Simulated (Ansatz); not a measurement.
## Molecular dynamics, with input and output: TaHOF4 (part 2 of 2)

Continued. System: TaHOF4. Method: RKS BLYP/def2-SVP (Ansatz 0.2.0). It belongs to a series of runs on one base structure; here: dynamics from the start.

### What the program printed, continued
```
md step   120: t =    60.00 fs  T =  1025.4 K  F+E_penalty+E_count = -14479.03697211 eV  E_kin = 0.662720 eV  conserved = -14478.37425247 eV  (31 SCF iters)
md step   121: t =    60.50 fs  T =   971.2 K  F+E_penalty+E_count = -14479.00196529 eV  E_kin = 0.627712 eV  conserved = -14478.37425303 eV  (30 SCF iters)
md step   122: t =    61.00 fs  T =   932.4 K  F+E_penalty+E_count = -14478.97686325 eV  E_kin = 0.602611 eV  conserved = -14478.37425208 eV  (31 SCF iters)
md step   123: t =    61.50 fs  T =   910.3 K  F+E_penalty+E_count = -14478.96255889 eV  E_kin = 0.588306 eV  conserved = -14478.37425254 eV  (31 SCF iters)
md step   124: t =    62.00 fs  T =   905.7 K  F+E_penalty+E_count = -14478.95959115 eV  E_kin = 0.585338 eV  conserved = -14478.37425308 eV  (30 SCF iters)
md step   125: t =    62.50 fs  T =   918.9 K  F+E_penalty+E_count = -14478.96810854 eV  E_kin = 0.593856 eV  conserved = -14478.37425225 eV  (31 SCF iters)
md step   126: t =    63.00 fs  T =   949.4 K  F+E_penalty+E_count = -14478.98785431 eV  E_kin = 0.613602 eV  conserved = -14478.37425224 eV  (31 SCF iters)
md step   127: t =    63.50 fs  T =   996.3 K  F+E_penalty+E_count = -14479.01817746 eV  E_kin = 0.643925 eV  conserved = -14478.37425281 eV  (31 SCF iters)
md step   128: t =    64.00 fs  T =  1058.0 K  F+E_penalty+E_count = -14479.05806864 eV  E_kin = 0.683817 eV  conserved = -14478.37425212 eV  (31 SCF iters)
md step   129: t =    64.50 fs  T =  1132.5 K  F+E_penalty+E_count = -14479.10621825 eV  E_kin = 0.731966 eV  conserved = -14478.37425178 eV  (31 SCF iters)
md step   130: t =    65.00 fs  T =  1217.4 K  F+E_penalty+E_count = -14479.16108879 eV  E_kin = 0.786836 eV  conserved = -14478.37425240 eV  (31 SCF iters)
md step   131: t =    65.50 fs  T =  1310.1 K  F+E_penalty+E_count = -14479.22099734 eV  E_kin = 0.846745 eV  conserved = -14478.37425192 eV  (30 SCF iters)
md step   132: t =    66.00 fs  T =  1407.9 K  F+E_penalty+E_count = -14479.28419826 eV  E_kin = 0.909947 eV  conserved = -14478.37425115 eV  (30 SCF iters)
md step   133: t =    66.50 fs  T =  1508.1 K  F+E_penalty+E_count = -14479.34895904 eV  E_kin = 0.974707 eV  conserved = -14478.37425184 eV  (30 SCF iters)
md step   134: t =    67.00 fs  T =  1608.2 K  F+E_penalty+E_count = -14479.41362655 eV  E_kin = 1.039375 eV  conserved = -14478.37425153 eV  (30 SCF iters)
md step   135: t =    67.50 fs  T =  1705.8 K  F+E_penalty+E_count = -14479.47667856 eV  E_kin = 1.102428 eV  conserved = -14478.37425049 eV  (32 SCF iters)
md step   136: t =    68.00 fs  T =  1798.7 K  F+E_penalty+E_count = -14479.53676029 eV  E_kin = 1.162509 eV  conserved = -14478.37425145 eV  (32 SCF iters)
md step   137: t =    68.50 fs  T =  1885.3 K  F+E_penalty+E_count = -14479.59270856 eV  E_kin = 1.218457 eV  conserved = -14478.37425124 eV  (31 SCF iters)
md step   138: t =    69.00 fs  T =  1964.0 K  F+E_penalty+E_count = -14479.64356364 eV  E_kin = 1.269314 eV  conserved = -14478.37424997 eV  (32 SCF iters)
md step   139: t =    69.50 fs  T =  2033.6 K  F+E_penalty+E_count = -14479.68857296 eV  E_kin = 1.314322 eV  conserved = -14478.37425119 eV  (32 SCF iters)
md step   140: t =    70.00 fs  T =  2093.4 K  F+E_penalty+E_count = -14479.72718920 eV  E_kin = 1.352938 eV  conserved = -14478.37425098 eV  (32 SCF iters)
md step   141: t =    70.50 fs  T =  2142.7 K  F+E_penalty+E_count = -14479.75906120 eV  E_kin = 1.384812 eV  conserved = -14478.37424964 eV  (32 SCF iters)
md step   142: t =    71.00 fs  T =  2181.3 K  F+E_penalty+E_count = -14479.78402143 eV  E_kin = 1.409770 eV  conserved = -14478.37425123 eV  (31 SCF iters)
md step   143: t =    71.50 fs  T =  2209.2 K  F+E_penalty+E_count = -14479.80207128 eV  E_kin = 1.427820 eV  conserved = -14478.37425094 eV  (32 SCF iters)
md step   144: t =    72.00 fs  T =  2226.7 K  F+E_penalty+E_count = -14479.81336229 eV  E_kin = 1.439113 eV  conserved = -14478.37424942 eV  (32 SCF iters)
md step   145: t =    72.50 fs  T =  2234.1 K  F+E_penalty+E_count = -14479.81817573 eV  E_kin = 1.443925 eV  conserved = -14478.37425121 eV  (31 SCF iters)
md step   146: t =    73.00 fs  T =  2232.2 K  F+E_penalty+E_count = -14479.81690152 eV  E_kin = 1.442650 eV  conserved = -14478.37425103 eV  (32 SCF iters)
md step   147: t =    73.50 fs  T =  2221.5 K  F+E_penalty+E_count = -14479.81001391 eV  E_kin = 1.435765 eV  conserved = -14478.37424938 eV  (32 SCF iters)
md step   148: t =    74.00 fs  T =  2203.0 K  F+E_penalty+E_count = -14479.79804511 eV  E_kin = 1.423794 eV  conserved = -14478.37425116 eV  (32 SCF iters)
md step   149: t =    74.50 fs  T =  2177.5 K  F+E_penalty+E_count = -14479.78155734 eV  E_kin = 1.407306 eV  conserved = -14478.37425107 eV  (32 SCF iters)
these checks for a lower state are left out or cut short: starts, cluster_reference, orbital_swaps, neighbouring_geometries, increment
1097 factors; their error is unknown
mean field -14479.76111916 eV, -532.1214063944 hartree, gradient 2.1e-5 eV, S^2 0.000000; 0 other end points of the search recorded, 0 dependent functions left out
the calculation of the forces begins
reference -14479.76151642 eV, -532.1214209934 hartree; 29, 29 occupied and 78, 78 virtual orbitals, 1097 factors
1097 factors; their error is unknown
mean field -14479.76111916 eV, -532.1214063944 hartree, gradient 2.1e-5 eV, S^2 0.000000; 1 other end points of the search recorded, 0 dependent functions left out
the calculation of the forces begins
reference -14479.76151642 eV, -532.1214209934 hartree; 29, 29 occupied and 78, 78 virtual orbitals, 1097 factors
md step   150: t =    75.00 fs  T =  2145.9 K  F+E_penalty+E_count = -14479.76111916 eV  E_kin = 1.386870 eV  conserved = -14478.37424952 eV  (32 SCF iters)
```

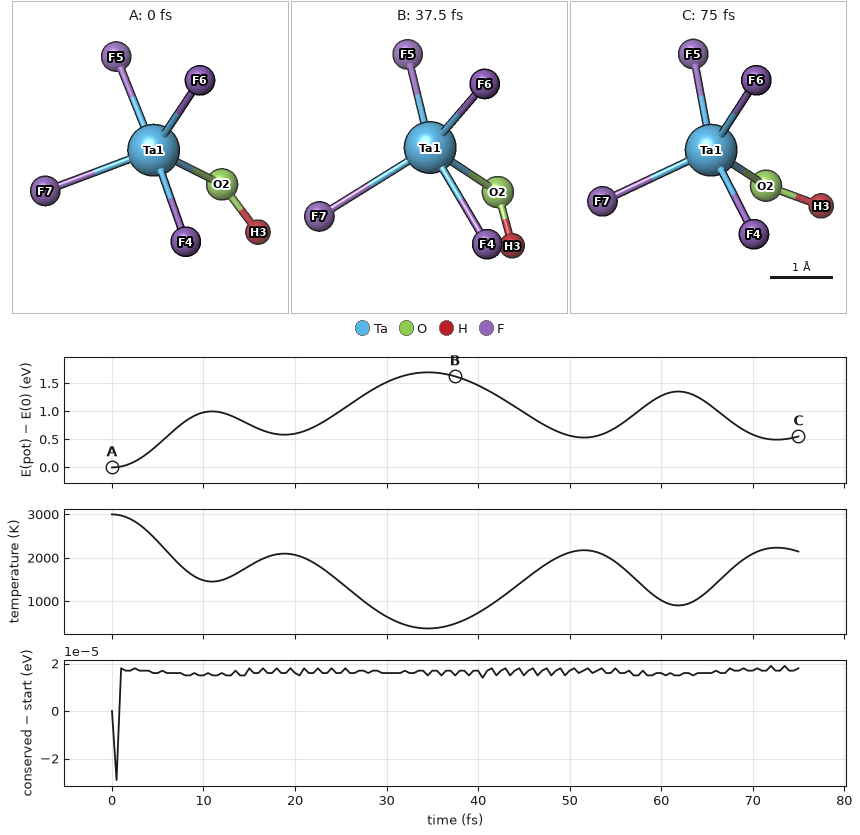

Frames of the molecular dynamics (ball-and-stick, seen at a tilt) above the curves, on which the letters mark them. The trajectory kept here has 151 frames over 75 fs. The temperature starts at 3000 K, ranges from 377 to 3000 K and averages 1553 K over the second half. The potential energy ends 0.552 eV above its first value. The conserved quantity stays within 4.8e-05 eV. After an unweighted best fit of the last frame on the first, the root-mean-square displacement is 0.25 Å.

```
Total energy: -14479.76151642 eV, -532.1214209934 hartree
Atom 0 at    -0.040488    -0.053590     0.000426 Å, force     1.654550    -1.519995    -2.123375 eV/Å
Atom 1 at     1.904903    -0.440677    -0.159847 Å, force    -1.812422     0.441775     0.832796 eV/Å
Atom 2 at     2.685687    -0.072119     0.294841 Å, force    -0.030431    -0.019543     0.187810 eV/Å
Atom 3 at    -0.061018     0.076428     1.874701 Å, force     0.348460    -0.007648     0.751032 eV/Å
Atom 4 at     0.232487     0.191829    -1.927722 Å, force    -1.044466    -0.088916     1.050728 eV/Å
Atom 5 at    -0.855364     1.677105     0.086672 Å, force     0.185970    -0.695041    -0.312757 eV/Å
Atom 6 at    -0.963010    -1.782748     0.072215 Å, force     0.698340     1.889368    -0.386234 eV/Å
Dipole moment:     0.337460     0.089458     0.225545 e Å
```

### Trajectory as extended XYZ (Å, eV, eV/Å), 13 of the 151 frames kept, from step=0 to step=150
```
7
Properties=species:S:1:pos:R:3:forces:R:3 step=0 time_fs=0.0 energy=-14480.31317 temperature=3000.0
Ta   -0.0074   -0.0501   -0.0092   -0.0097  -0.0011   0.0064
O     1.8881   -0.1711    0.0211    0.0162  -0.0020   0.0180
H     2.4937   -0.2285    0.7856   -0.0056   0.0009  -0.0131
F    -0.1089   -0.0884    1.9052    0.0019   0.0000  -0.0017
F    -0.0575   -0.0032   -1.9152   -0.0043   0.0010  -0.0022
F    -0.7738    1.6769    0.0401    0.0004   0.0008  -0.0039
F    -0.9871   -1.6663   -0.0374    0.0011   0.0002  -0.0034
7
Properties=species:S:1:pos:R:3:forces:R:3 step=12 time_fs=6.0 energy=-14479.76375 temperature=2149.9
Ta   -0.0366   -0.0611   -0.0279    3.5641   4.9536   3.2732
O     1.8765   -0.1680    0.0954    0.1034  -0.2398  -0.1922
H     2.3824   -0.3868    0.9123   -0.3105   0.1569  -0.3051
F     0.0032   -0.0697    1.8815   -0.3242  -0.0669   0.7251
F    -0.0063    0.0046   -1.8414    0.0724   0.1371  -3.3792
F    -0.7455    1.7049    0.0693   -0.2491  -0.1897  -0.1278
F    -0.8791   -1.6022   -0.0140   -2.8562  -4.7513   0.0060
7
Properties=species:S:1:pos:R:3:forces:R:3 step=25 time_fs=12.5 energy=-14479.35964 temperature=1524.7
Ta   -0.0609   -0.0627   -0.0414    4.4173   6.2039   4.7238
O     1.8650   -0.1698    0.1684   -0.2188  -0.2849  -1.0692
H     2.2144   -0.5319    1.0085   -0.1110   0.2111  -0.0084
F     0.1176   -0.0508    1.8698   -0.7370  -0.1297   0.7953
F     0.0510    0.0158   -1.8281    0.3082   0.1976  -4.3163
F    -0.7197    1.7311    0.0983   -0.3668  -0.4175  -0.2351
F    -0.8176   -1.6262    0.0118   -3.2919  -5.7805   0.1100
7
Properties=species:S:1:pos:R:3:forces:R:3 step=38 time_fs=19.0 energy=-14479.72966 temperature=2097.2
Ta   -0.0758   -0.0517   -0.0449    2.4831   1.1884   2.5365
O     1.8487   -0.1798    0.2169   -0.2853  -0.5126  -1.2086
H     2.0209   -0.6256    1.0835    0.0761   0.4866  -0.3087
F     0.2158   -0.0346    1.8741   -1.3263  -0.1543   0.3453
F     0.1141    0.0310   -1.8989    0.1014   0.0754  -1.0101
F    -0.7015    1.7485    0.1223   -0.2943  -0.5998  -0.2913
F    -0.8209   -1.7614    0.0393   -0.7546  -0.4837  -0.0632
7
Properties=species:S:1:pos:R:3:forces:R:3 step=50 time_fs=25.0 energy=-14479.29954 temperature=1431.7
Ta   -0.0843   -0.0385   -0.0430    1.6904  -1.9588   0.3530
O     1.8272   -0.1995    0.2330   -0.3689  -0.3538  -1.7662
H     1.8589   -0.6351    1.1136    0.5114   0.3103   0.0957
F     0.2816   -0.0225    1.8852   -1.8123  -0.1254   0.0560
F     0.1741    0.0465   -1.9862   -0.3128  -0.0174   1.7553
F    -0.6904    1.7535    0.1390   -0.2684  -0.5228  -0.2885
F    -0.8415   -1.9016    0.0637    0.5606   2.6680  -0.2053
7
Properties=species:S:1:pos:R:3:forces:R:3 step=62 time_fs=31.0 energy=-14478.72567 temperature=543.7
Ta   -0.0895   -0.0289   -0.0402    1.3839  -3.3742  -0.8363
O     1.7984   -0.2276    0.2136   -0.1008  -0.4381  -1.2405
H     1.7814   -0.5844    1.1425    0.7040   0.3866  -0.2889
F     0.3148   -0.0126    1.8975   -1.9464  -0.0604  -0.0936
F     0.2285    0.0617   -2.0439   -0.6451  -0.0628   2.9776
F    -0.6844    1.7494    0.1505   -0.3316  -0.1986  -0.2432
F    -0.8533   -1.9963    0.0844    0.9361   3.7475  -0.2751
7
Properties=species:S:1:pos:R:3:forces:R:3 step=75 time_fs=37.5 energy=-14478.69015 temperature=488.8
Ta   -0.0922   -0.0256   -0.0389    0.8549  -4.0024  -1.0501
O     1.7658   -0.2678    0.1612    0.5725  -0.1640  -0.8305
H     1.8290   -0.4622    1.1312    0.5594   0.1523  -0.2228
F     0.3115   -0.0031    1.9084   -1.6370   0.0155  -0.4555
F     0.2742    0.0770   -2.0466   -0.8592  -0.0917   3.0967
F    -0.6847    1.7410    0.1580   -0.4187   0.1680  -0.1961
F    -0.8474   -2.0227    0.1012    0.9280   3.9223  -0.3417
7
Properties=species:S:1:pos:R:3:forces:R:3 step=88 time_fs=44.0 energy=-14479.22745 temperature=1320.1
Ta   -0.0930   -0.0312   -0.0397    0.3878  -3.6073  -0.2018
O     1.7482   -0.3123    0.0900    1.3361   0.1120   0.1373
H     1.9838   -0.3080    1.0585    0.1346  -0.0870  -0.6069
F     0.2734    0.0066    1.9095   -1.1188   0.0701  -0.8070
F     0.3018    0.0903   -1.9847   -0.9260  -0.0866   2.0954
F    -0.6940    1.7358    0.1612   -0.4451   0.2407  -0.2080
F    -0.8220   -1.9662    0.1106    0.6314   3.3582  -0.4089
7
Properties=species:S:1:pos:R:3:forces:R:3 step=100 time_fs=50.0 energy=-14479.74680 temperature=2123.7
Ta   -0.0927   -0.0434   -0.0408    0.8030  -1.5874   1.5361
O     1.7598   -0.3512    0.0242    1.1580   0.2806   0.0363
H     2.1594   -0.1785    0.9041    0.0445  -0.2259  -0.0016
F     0.2167    0.0169    1.8961   -0.6210   0.0819  -0.6782
F     0.3099    0.1011   -1.8892   -0.7661   0.0310  -0.2155
F    -0.7109    1.7350    0.1600   -0.4305   0.0090  -0.2840
F    -0.7871   -1.8519    0.1116   -0.1880   1.4108  -0.3932
7
Properties=species:S:1:pos:R:3:forces:R:3 step=112 time_fs=56.0 energy=-14479.49909 temperature=1740.4
Ta   -0.0907   -0.0581   -0.0388    2.5875   3.0580   3.4466
O     1.7965   -0.3839   -0.0387    0.7085   0.3820   0.5523
H     2.3362   -0.0888    0.7320   -0.2627  -0.3362  -0.0936
F     0.1486    0.0287    1.8712   -0.1418   0.0823   0.1089
F     0.3045    0.1128   -1.7994   -0.3754   0.3134  -3.4907
F    -0.7358    1.7344    0.1537   -0.4338  -0.2889  -0.3702
F    -0.7574   -1.7161    0.1059   -2.0823  -3.2106  -0.1533
7
Properties=species:S:1:pos:R:3:forces:R:3 step=125 time_fs=62.5 energy=-14478.96811 temperature=918.9
Ta   -0.0827   -0.0673   -0.0297    4.8140   6.8103   3.0423
O     1.8507   -0.4111   -0.0955   -0.5761   0.1996   0.4456
H     2.4905   -0.0487    0.5443   -0.0440  -0.1254   0.3346
F     0.0719    0.0431    1.8476    0.2230   0.0981   1.1868
F     0.2903    0.1319   -1.7716   -0.3228   0.4927  -4.6095
F    -0.7715    1.7276    0.1392   -0.3532  -0.5722  -0.4222
F    -0.7694   -1.6371    0.0965   -3.7409  -6.9029   0.0224
7
Properties=species:S:1:pos:R:3:forces:R:3 step=138 time_fs=69.0 energy=-14479.64356 temperature=1964.0
Ta   -0.0646   -0.0629   -0.0142    3.6919   2.4351   0.0029
O     1.8929   -0.4315   -0.1387   -1.1588   0.4762   0.9034
H     2.6175   -0.0444    0.4036   -0.3687  -0.2216   0.0532
F    -0.0005    0.0597    1.8479    0.3380   0.0849   1.4716
F     0.2681    0.1607   -1.8347   -0.8357   0.2386  -1.7264
F    -0.8144    1.7087    0.1158   -0.0631  -0.7649  -0.4009
F    -0.8535   -1.6883    0.0866   -1.6036  -2.2483  -0.3037
7
Properties=species:S:1:pos:R:3:forces:R:3 step=150 time_fs=75.0 energy=-14479.76112 temperature=2145.9
Ta   -0.0405   -0.0536    0.0004    1.6546  -1.5200  -2.1234
O     1.9049   -0.4407   -0.1598   -1.8124   0.4418   0.8328
H     2.6857   -0.0721    0.2948   -0.0304  -0.0195   0.1878
F    -0.0610    0.0764    1.8747    0.3485  -0.0076   0.7510
F     0.2325    0.1918   -1.9277   -1.0445  -0.0889   1.0507
F    -0.8554    1.6771    0.0867    0.1860  -0.6950  -0.3128
F    -0.9630   -1.7827    0.0722    0.6983   1.8894  -0.3862
```

This output came from the following input.

### The input
```yaml
crystal:
  periodic: [false, false, false]
  atoms:
    - { symbol: Ta, position_ang: [-0.007432, -0.050098, -0.00916] }
    - { symbol: O, position_ang: [1.888142, -0.171143, 0.021055] }
    - { symbol: H, position_ang: [2.493663, -0.228516, 0.78561] }
    - { symbol: F, position_ang: [-0.108855, -0.088413, 1.90524] }
    - { symbol: F, position_ang: [-0.057502, -0.003236, -1.915211] }
    - { symbol: F, position_ang: [-0.77383, 1.676919, 0.040144] }
    - { symbol: F, position_ang: [-0.987086, -1.666313, -0.037378] }
basis:
  gaussian: { orbitals: def2-SVP }
hamiltonian:
  xc: blyp
md:
  timestep: 0.5
  n_steps: 150
  ensemble: nve_milne
  temperature: 3000.0
  initial_velocities: maxwell_boltzmann
  seed: 562246
  masses: [{ species: H, mass: 2.014 }]
```

Launched with:
```bash
ansatz run input.yaml --threads 2 --pin off --max-ram 3072MiB --backend cpu --events-out ev --progress --plain --runs-dir out
```

### Results in brief

```csv
quantity,value
outcome,finished
mean temperature over the second half,1553 K
trajectory,"150 steps, 75 fs"
ensemble,nve_milne
temperature in the input,3000.0 K
time step,0.5 fs
potential energy (last step),−14479.7615 eV
mean-field energy (last step),−14479.7615 eV
largest force (length of the vector) (last step),3.091 eV/Å
hardware,"2 threads of Arm Neoverse V2, 24 GiB of memory available, shared host"
wall time,5 min (CPU time 9.8 min)
peak memory,0.14 GiB
```

### Remarks

So short a trajectory is not equilibrated.
